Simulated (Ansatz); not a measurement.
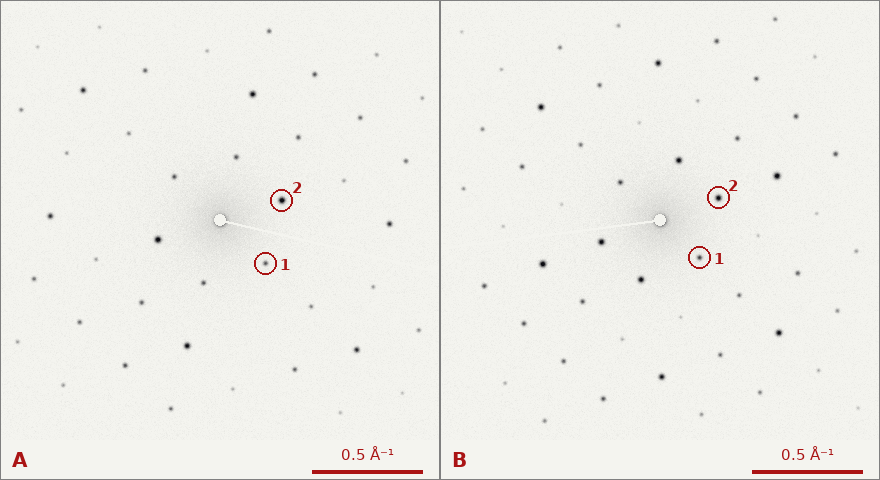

Kinematic electron diffraction patterns (200 kV, B = 0.5 Å², same scale) along [011] of the run's own cell, for the start and the end of one relaxation of Ca3Cl2 with DFT PBE, scalar-relativistic, plane waves, PAW in Ansatz. k mesh 12×12×6. The start is a generated model structure, and the relaxation ends in the nearest stationary point of its symmetry, not necessarily the ground state. Spot 1 is -1 0 0 and spot 2 is 0 -1 1 in both.

Start structure:

```yaml
crystal:
  lattice:
    - [4.62627, 0.00000, 0.00000]
    - [-2.31314, 4.00647, 0.00000]
    - [0.00000, 0.00000, 7.19773]
  atoms:
    - { symbol: Ca, position: [0.00000, 0.00000, 0.00000] }
    - { symbol: Ca, position: [0.33333, 0.66667, 0.64500] }
    - { symbol: Ca, position: [0.66667, 0.33333, 0.35500] }
    - { symbol: Cl, position: [0.33333, 0.66667, 0.24500] }
    - { symbol: Cl, position: [0.66667, 0.33333, 0.75500] }
```

Which pattern belongs to the start structure, and which to the relaxed one?

B is the start: its cell gives d(1) = 4.006 Å, d(2) = 3.501 Å and an angle of 64.1°. A is the relaxed structure, with d(1) = 3.483 Å (-13.1 %), d(2) = 3.367 Å (-3.8 %) and 61.1°.

Name reflections whose intensity changes strongly on relaxation.

0 2 -2 goes from 100 to 1.7 % of the strongest spot; 2 -2 2 goes from 0.89 to 70 % of the strongest spot; 3 -2 2 goes from 55 to 0.98 % of the strongest spot.

What did the relaxation do to the structure and the energy?

The volume changed by +38.2 % to 36.88 Å³ an atom; with the mean shift removed, the atoms moved by up to 1.49 Å relative to the cell (Cl most); the space group stayed P-3m1 (No. 164); the free energy fell by 570 meV an atom. Relaxed cell: a = 4.022 Å, b = 4.022 Å, c = 13.163 Å, α = 90.00°, β = 90.00°, γ = 120.00°.
